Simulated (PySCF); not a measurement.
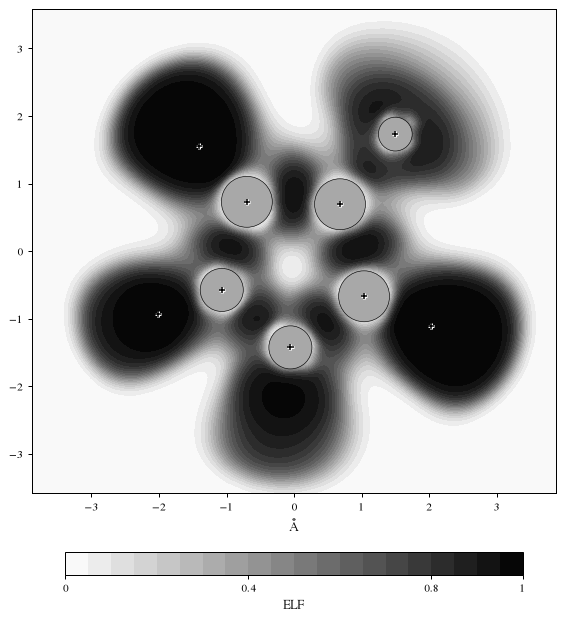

The electron localisation function on a plane through atoms (crosses mark nuclei in the plane; grey discs cover the cores).

All numbers below come from CAM-B3LYP/def2-SVPD, SCF density, gas phase (PySCF 2.14.0).

Candidates:
A. C2F2S (SMILES FC(F)=C=S)
B. C3H3FN2 (SMILES Fc1cn[nH]c1)

Which candidate gave the map?

Candidate B: C3H3FN2 on the molecular plane, which holds F, C, N and H. C–F (1.32 Å): the ELF peaks at about 0.85 between the atoms, as expected for a polar covalent bond. N–N (1.32 Å): the ELF peaks at about 0.90 between the atoms (a covalent bond).
